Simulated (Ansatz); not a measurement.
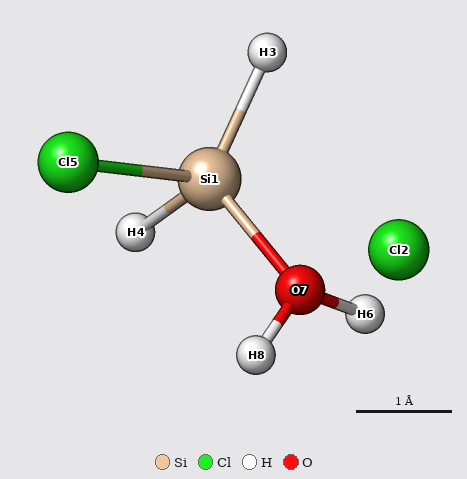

Fig. 1: The input geometry (ball-and-stick view, seen at a tilt; atoms are numbered from 1 in the order of the input). Bond lengths as drawn: Cl–Si 2.10 Å, H–O 0.97 to 1.08 Å, H–Si 1.46 to 1.47 Å and O–Si 1.78 Å.

## Single-point calculation of SiH4Cl2O

- system: SiH4Cl2O
- method: RKS PBE0-D4/def2-TZVPP (Ansatz 0.2.0)

The geometry is a transition state. The reaction was set up to form Si1–O7 and Cl2–H6 and to break Si1–Cl2 and H6–O7 (atoms counted from 1 in the order of the input); sticks are drawn by distance alone. The geometry comes from this level: PBE0-D4/def2-TZVP.

Input
```yaml
crystal:
  periodic: [false, false, false]
  atoms:
    - {symbol: Si, position_ang: [0.123788, 0.359673, -0.595876]}
    - {symbol: Cl, position_ang: [-0.026632, -2.177238, -0.511836]}
    - {symbol: H, position_ang: [1.450266, 0.172945, -1.185055]}
    - {symbol: H, position_ang: [-1.137257, 0.250687, -1.334141]}
    - {symbol: Cl, position_ang: [0.114604, 2.405547, -0.112779]}
    - {symbol: H, position_ang: [-0.104651, -1.195785, 0.906560]}
    - {symbol: O, position_ang: [0.069807, -0.153011, 1.108593]}
    - {symbol: H, position_ang: [-0.489825, 0.337084, 1.724634]}
basis:
  gaussian: {orbitals: def2-TZVPP}
hamiltonian: {xc: pbe0, dispersion: d4}
output: {orbitals: {seedname: orbitals}}
```

Launched with:
```bash
ansatz run in.yaml --threads 4 --pin off --events-out ev --progress --plain --max-ram 9574MiB
```

Output
```
Functional definition: PBE0
  name "PBE0"
  cite "Adamo & Barone, J. Chem. Phys. 110, 6158 (1999) doi:10.1063/1.478522"
  cite "Perdew, Burke & Ernzerhof, Phys. Rev. Lett. 77, 3865 (1996) doi:10.1103/PhysRevLett.77.3865"
  parent pbe
  parameter a = 0.25
  parameter kappa = 0.804
  parameter beta = 0.06672455060314922
  exchange = (1 - a)*pbe_x(kappa = kappa, mu = beta*pi^2/3) + a*exact_x
  correlation = pbe_c(beta = beta)
1328 factors; their error is unknown
mean field evaluation 1: about -35022.5504 eV, gradient 4.3e1 eV
mean field evaluation 2: about -35020.0234 eV, gradient 5.8e1 eV
mean field evaluation 4: about -35025.4248 eV, gradient 2.0e0 eV
mean field evaluation 8: about -35025.4337 eV, gradient 2.5e-2 eV
mean field evaluation 16: about -35025.5175 eV, gradient 2.2e-5 eV
mean field -35025.51749519 eV, -1287.1640267998 hartree, gradient 2.2e-5 eV, S^2 0.000000; 0 other end points of the search recorded, 0 dependent functions left out
reference -35025.51752411 eV, -1287.1640278625 hartree; 30, 30 occupied and 183, 183 virtual orbitals, 1328 factors
Total energy: -35025.67902902 eV, -1287.1699630585 hartree
```

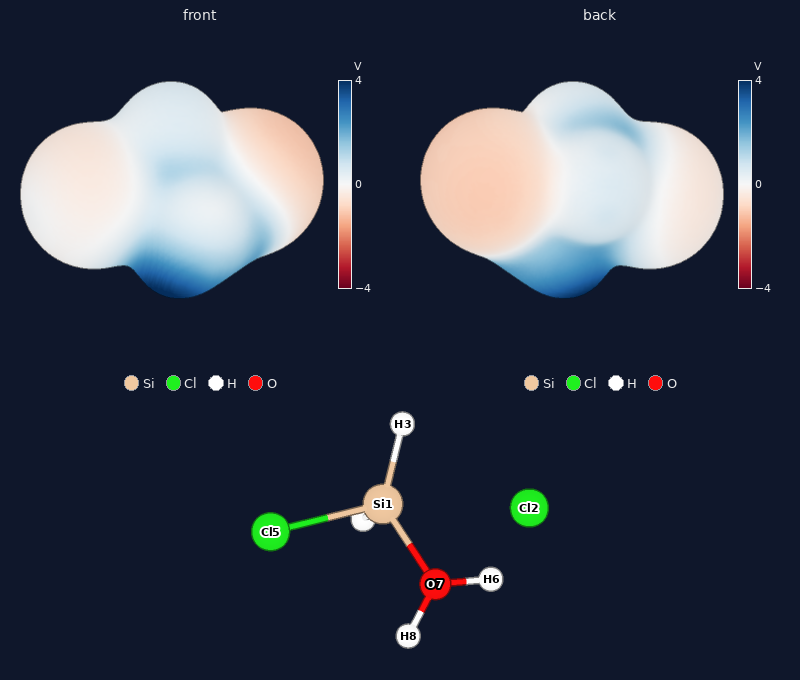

Fig. 2: The molecular electrostatic potential painted on the density surface at 0.002 e/bohr³, seen at a tilt and from behind; the colour scale runs from red (negative) to blue (positive). The bare structure is drawn below in the same view. A positive charge is drawn to the negative regions and a negative charge to the positive ones.

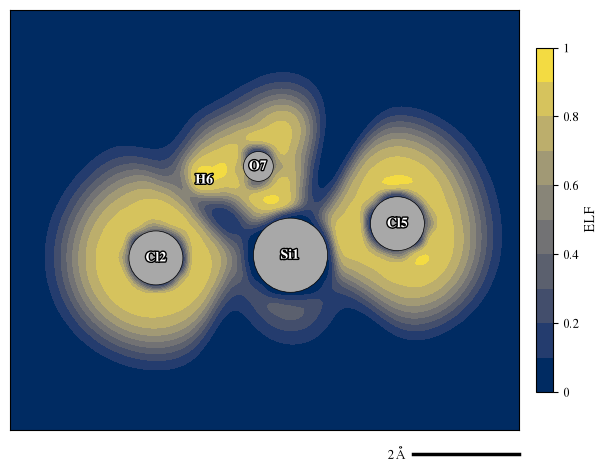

Fig. 3: ELF on the plane of atoms Cl5, Si1 and O7. Grey discs, where drawn, cover atomic cores. Atoms in the plane: Si, Cl, H and O. Si1···Cl2 (2.54 Å): the ELF peaks at about 0.85 between the atoms. Si–Cl (2.10 Å): the ELF peaks at about 0.90 between the atoms, which marks a shared but strongly polarised pair.

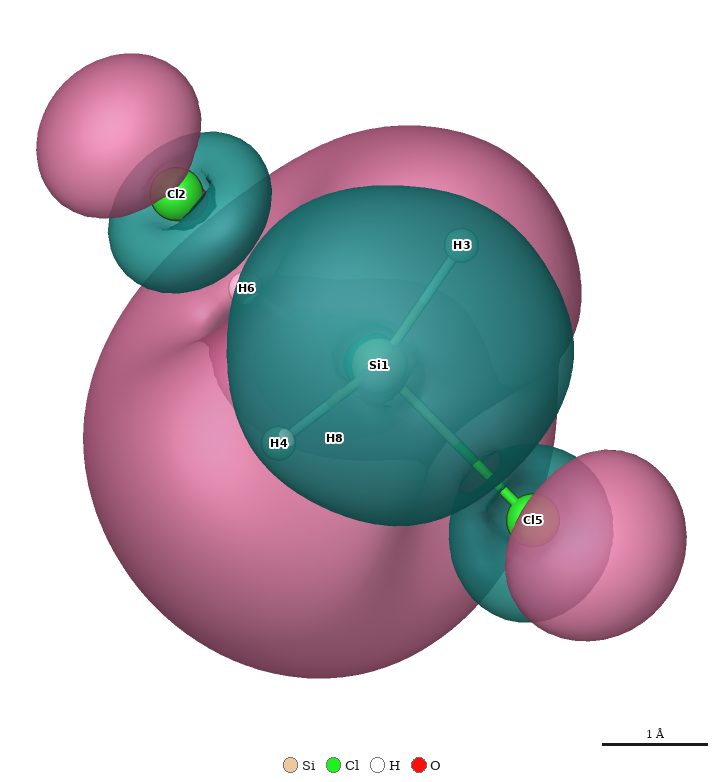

Fig. 4: One frontier orbital at ±0.05 Å⁻³ᐟ² (teal and pink are the two phases), seen at an oblique angle. The LUMO, at −0.53 eV. By Hirshfeld shares it lies mainly on Si1 (35 %), H8 (25 %) and O7 (15 %).

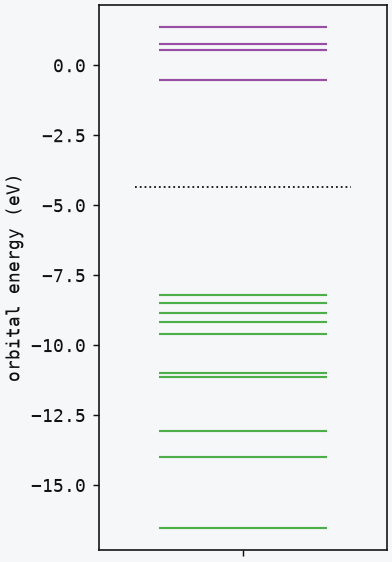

Fig. 5: Orbital energies near the frontier; the dotted line parts filled from empty levels, and levels within 0.02 eV of each other stand side by side. Highest filled −8.19 eV, lowest empty −0.53 eV, 7.66 eV apart.

Key numbers

```csv
quantity,value
outcome,converged
total energy,−35025.6790 eV
mean-field energy,−35025.5175 eV
dispersion energy,−0.1615 eV
SCF solution under orbital rotations,stable
HOMO,−8.19 eV
LUMO,−0.53 eV
hardware,"4 threads of Intel Xeon @ 2.50GHz, 180 GiB of memory available, shared host"
wall time,4.6 s (CPU time 16 s)
peak memory,0.53 GiB
```
